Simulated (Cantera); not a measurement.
A closed system holds: 1 mol SiHCl3, a varied amount of N2, equilibrated at 2048.15 K and 22.0 mbar.

Equilibrium computed with Cantera from the NASA thermochemical tables; the gas is ideal and each condensed phase is pure. Candidate condensed phases: NH4Cl, Si, Si3N4; 28 gas species. The tables' values for SiCl3, SiCl are old estimates; treat these amounts as uncertain. The numbers say what is thermodynamically allowed, not how fast it happens.

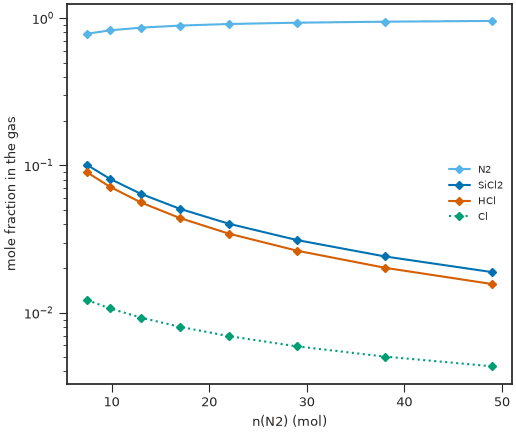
Equilibrium gas composition (values under 1e-9 drawn at 1e-9)

Task: Read off the mole fractions at 29 mol N2.

Result: N2 about 0.93, SiCl2 about 0.031, HCl about 0.026, Cl about 0.0059.
